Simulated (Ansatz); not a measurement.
# H₂S···CH₄O: what the fields show

The calculation's input:

```
crystal:
  periodic: [false, false, false]
  atoms:
    - {symbol: S, position_ang: [-0.342697, -0.435657, -2.660377]}
    - {symbol: H, position_ang: [0.897604, -0.098557, -3.043045]}
    - {symbol: H, position_ang: [-0.234819, 0.241318, -1.497798]}
    - {symbol: C, position_ang: [0.027999, -0.288811, 1.301576]}
    - {symbol: O, position_ang: [0.023432, 0.861470, 0.479179]}
    - {symbol: H, position_ang: [0.566086, -1.065023, 0.757601]}
    - {symbol: H, position_ang: [-0.984405, -0.653719, 1.507188]}
    - {symbol: H, position_ang: [0.542859, -0.108174, 2.251608]}
    - {symbol: H, position_ang: [-0.495961, 1.547253, 0.904168]}
basis:
  gaussian: {orbitals: "def2-TZVPPD.json"}
hamiltonian: {xc: pbe0, dispersion: d4}
output: {orbitals: {seedname: orbitals}}
```

Run with:

```sh
ansatz run in.yaml --threads 4 --pin off --events-out ev --progress --plain --max-ram 9574MiB
```

Geometry: PBE0-D4/def2-TZVP.

Computed with Ansatz 0.2.0, RKS PBE0-D4/def2-TZVPPD.

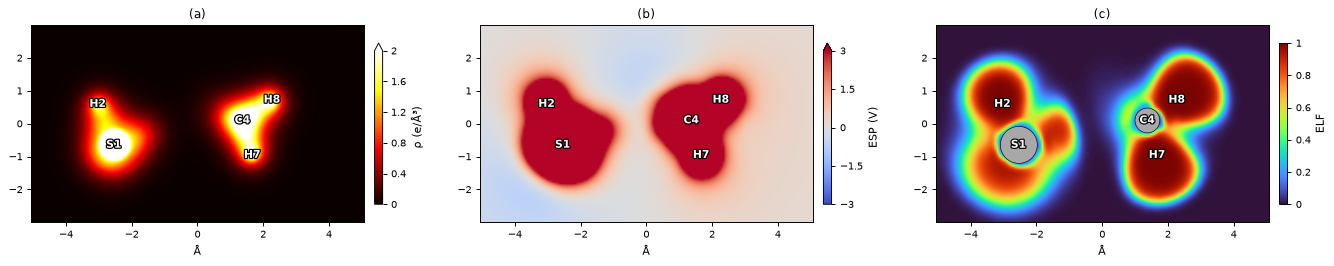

Figure 1. (a) electron density; (b) molecular electrostatic potential; (c) ELF on the plane of atoms H7, C4 and H8. Grey discs cover the atomic cores in the ELF map.

Q: Describe what can be read from this map.

A: The plane passes through S, H and C nuclei. C–H (1.10 Å): ρ at the midpoint is about 2.1 e/Å³; the ELF climbs to about 1 towards the hydrogen, as it does in any bond to H; a covalent bond by its length. S–H (1.34 Å): the density is about 1.5 e/Å³ at the midpoint; the ELF climbs to about 1 towards the hydrogen. The ELF also peaks beside S1, away from the bonds: lone-pair regions. Outside the dense part of the complex the potential is most negative (−0.7 V) near S1.

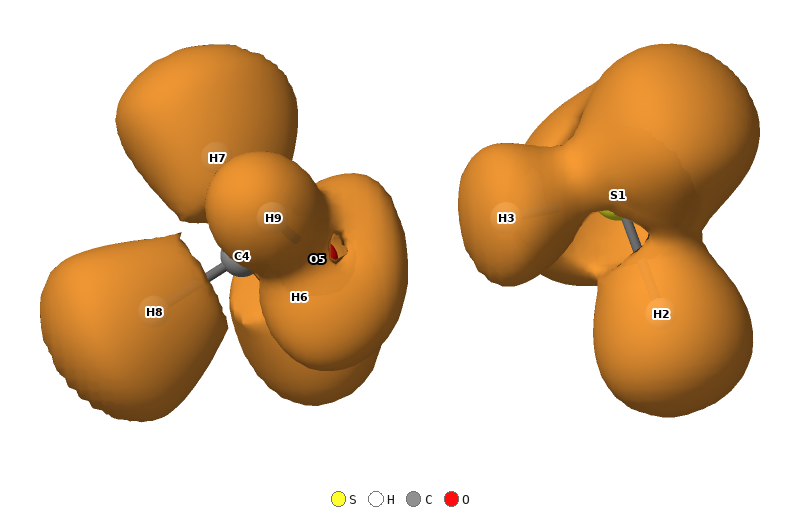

Figure 2. Isosurface of the ELF at 0.75 (orange), seen from one side. Only the valence region is drawn (cores and ρ < 0.01 e/Å³ removed).

Q: Where are the electrons localised?

A: The surface consists of three regions around hydrogen nuclei, one joined region spread over several atoms (H, O), in which their bonds and any lone pairs are merged and one joined region spread over several atoms (H, S), in which their bonds and any lone pairs are merged. Profiles from the grid: O5···H3 (2.09 Å): the ELF dips to about 0.10 between them. C–O (1.41 Å): the ELF peaks at about 0.90 between the atoms, as expected for a shared but strongly polarised pair.

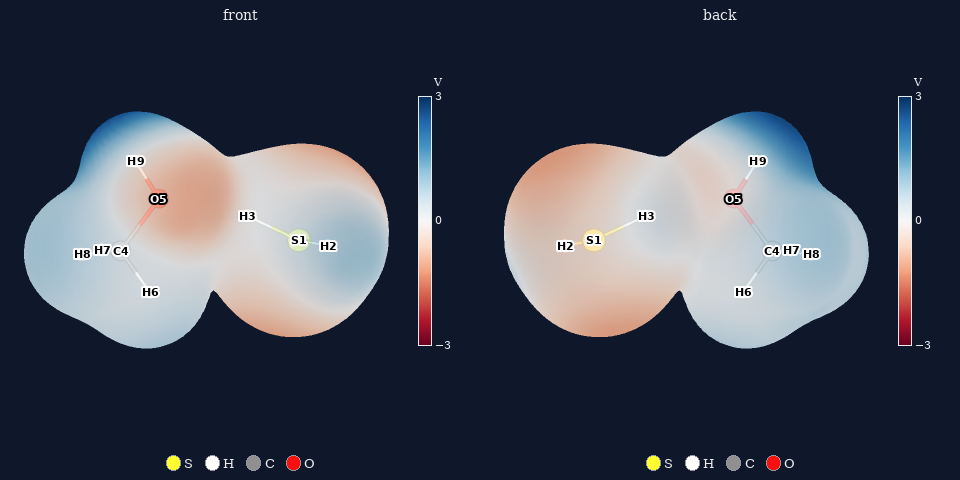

Figure 3. The molecular electrostatic potential painted on the density surface at 0.002 e/bohr³, seen from the front and from behind; red is negative and blue positive.

Q: Which sites attract a positive test charge, and which a negative one?

A: A positive charge is drawn to the negative regions and a negative charge to the positive ones. The most negative region (about −1.1 V) lies over S1 and O5, the most positive (about +2.6 V) over H9.

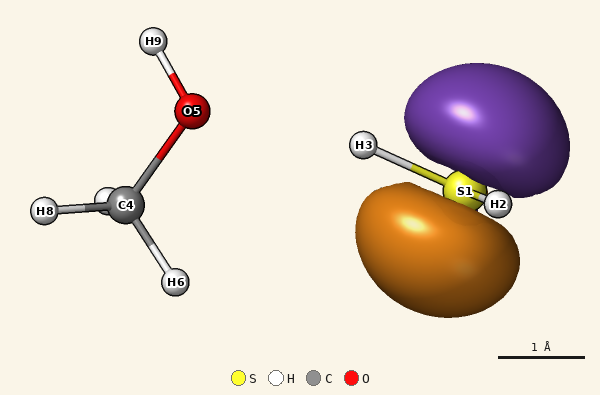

Figure 4. The HOMO at ±0.2 Å⁻³ᐟ² (orange and purple are the two phases), seen across its widest extent.

Q: What is the character of this orbital?

A: Its weight (Hirshfeld) is mainly on S1 (about 90 %); largely a lone pair of S1. Its energy is −7.07 eV.
